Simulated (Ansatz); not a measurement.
A series of calculations on TiSiH$_{5}$OCl$_{3}$

## 1. Relaxation

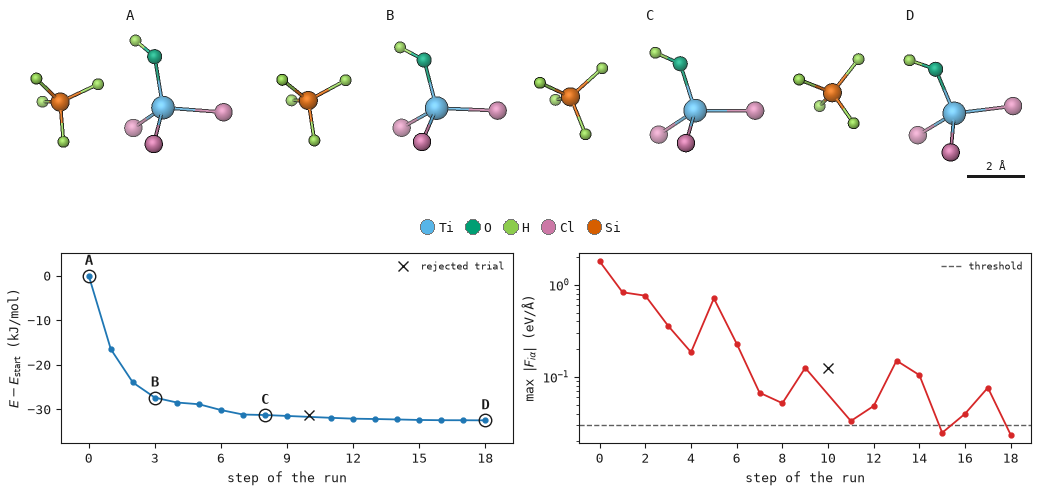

Frames of a relaxation of TiSiH5OCl3, marked on the history of the run. Style: ball-and-stick. Shown at a tilt.

The run prepares an end point of a later path (reaction) calculation, from a guessed geometry.

Computed with Ansatz, RKS PBE/def2-SVP. (no spin polarisation; force threshold 0.03 eV/Å; at most 50 steps)

> Describe the path.

The largest move after the best rigid fit is that of an H atom, 1.14 Å. By element the largest moves are H 1.14 Å, Cl 0.67 Å, Ti 0.45 Å, O 0.45 Å, Si 0.43 Å. Among the contacts that change: H–Ti 2.474 → 3.889 Å, O–Ti 1.859 → 1.756 Å, H–Si 1.479 → 1.513 Å, Cl–Ti 2.183 → 2.193 Å. Among the angles between lasting bonds that change: O–Ti–Cl 114.1° → 107.1°, Cl–Ti–Cl 105.0° → 111.4°, Ti–O–H 126.0° → 132.1°. Groups turn about O–Ti by about 35°. Over 17 accepted moves (18 points after the start) the energy falls by 32.4 kJ/mol. The largest force component goes from 1.8 to 0.024 eV/Å. The line search rejected the trial step at point 10 of the run. The forces were under the threshold at step 15, but the run went on from there. From step 0 to 3: Cl and H atoms move most (0.50 Å), energy −27.3 kJ/mol. From step 3 to 8: H atoms move most (0.47 Å), energy −3.91 kJ/mol. From step 8 to 18: an H atom moves most (0.52 Å), energy −1.20 kJ/mol.

```
step  E − E(0), kJ/mol  largest force component, eV/Å      note
   0              0.00                         1.7935          
   1            -16.47                         0.8293          
   2            -23.94                         0.7613          
   3            -27.34                         0.3577          
   4            -28.44                         0.1854          
   5            -28.83                         0.7119          
   6            -30.13                         0.2292          
   7            -31.14                         0.0674          
   8            -31.25                         0.0519          
   9            -31.46                         0.1254          
  10            -31.35                         0.1238  rejected
  11            -31.88                         0.0332          
  12            -32.07                         0.0484          
  13            -32.15                         0.1501          
  14            -32.25                         0.1047          
  15            -32.36                         0.0248          
  16            -32.41                         0.0398          
  17            -32.42                         0.0764          
  18            -32.45                         0.0235
```

## 2. Relaxation

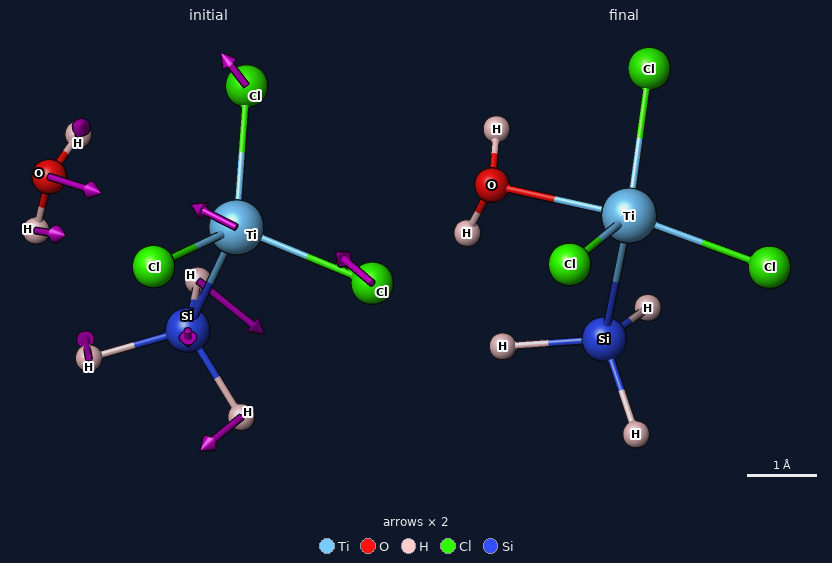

The structure of TiSiH$_{5}$OCl$_{3}$ before (left) and after (right) a relaxation, at one scale. The purple arrows give the displacements, magnified 2 times.

Style: ball-and-stick. Shown at a tilt.

The run prepares an end point of a later path (reaction) calculation, from a guessed geometry.

Method: RKS PBE/def2-SVP (Ansatz). Settings: no spin polarisation; force threshold 0.03 eV/Å; at most 50 steps.

Question: Describe what moved and what it gained.

Answer: The atom that moves furthest after the best rigid fit is an H atom (0.65 Å). Largest moves by element: H 0.65 Å, O 0.51 Å, Cl 0.49 Å, Ti 0.41 Å, Si 0.20 Å. Some distances before and after: O–Ti 3.107 → 2.209 Å, H–Ti 3.451 → 2.758 Å, H–Ti 3.275 → 2.673 Å, Si–Ti 2.489 → 2.609 Å. New bonds form, among them: O–Ti (3.11 → 2.21 Å). Bond angles that change, for instance: Cl–Ti–Si 95.6° → 83.8°, Cl–Ti–Si 110.1° → 121.3°, Cl–Ti–Cl 108.7° → 102.1°. Groups turn about Si–Ti by about 25°. Over 13 accepted moves (14 points after the start) the energy falls by 49.5 kJ/mol. The largest force component goes from 0.88 to 0.017 eV/Å. The line search rejected the trial step at point 8 of the run. The run took 17 s on 4 threads of AMD EPYC 9R45 96-Core Processor (Zen 5), with other jobs on the host, peak memory 0.26 GiB.

## 3. Path

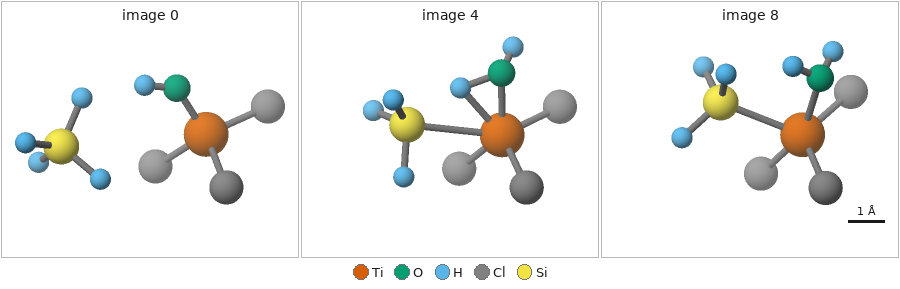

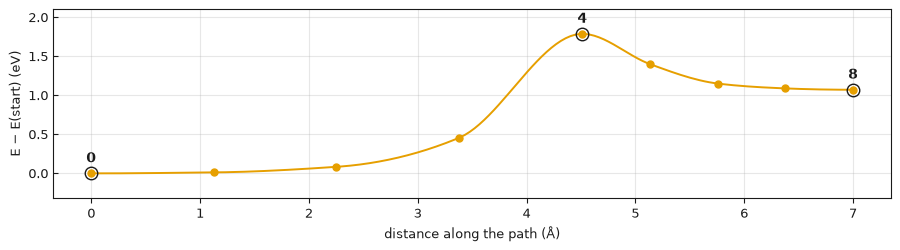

A search for the minimum-energy path of TiSiH5OCl3 by the nudged elastic band. Images are numbered from 0 (start) to 8 (end). A ball-and-stick model, seen at a tilt.

All numbers below come from RKS PBE/def2-SVP in Ansatz. Set-up: 7 movable images; climbing image; force threshold 0.05 eV/Å; iteration limit 60; starting path through a guess of the saddle point.

Question: What happens along the path, and what is the barrier?

Answer: Breaking: H–Si (1.51 → 2.59 Å). Forming: H–O (2.75 → 0.98 Å), Si–Ti (4.39 → 2.61 Å). Forward barrier 1.79 eV, backward barrier 0.72 eV, with image 4 at the top; the reaction energy is +1.07 eV. The band converged in 29 iterations. The largest component of the band force went from 21 to 0.041 eV/Å. The climbing image converged on the top of the path. Its vibrational analysis gives one imaginary mode (1139i cm⁻¹), as a transition state must have.

The run took 3.2 min on 4 threads of AMD EPYC 9R45 96-Core Processor (Zen 5) (shared host), peak memory 0.28 GiB.
